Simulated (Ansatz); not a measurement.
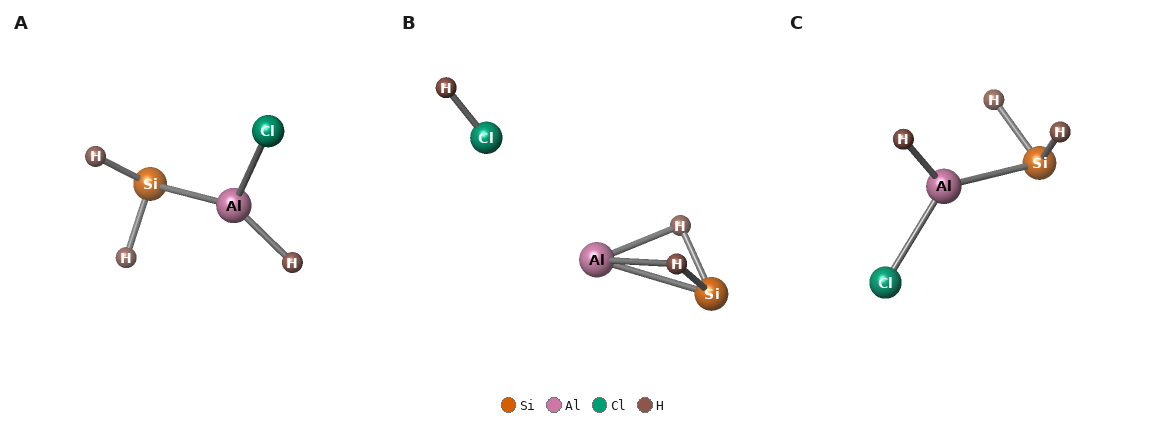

3 stationary structures of one formula. Charge −1, singlet. Geometries: PBE-D4/def2-SVPD. Electronic energies: PBE-D4/def2-SVPD (Ansatz 0.2.0), without zero-point energy. No frequency run is at hand to confirm each as a minimum.

Question: Which structure is the most stable?

Answer: A is lowest (C1); C lies 0.160 eV above it (Cs), B lies 2.891 eV above it.
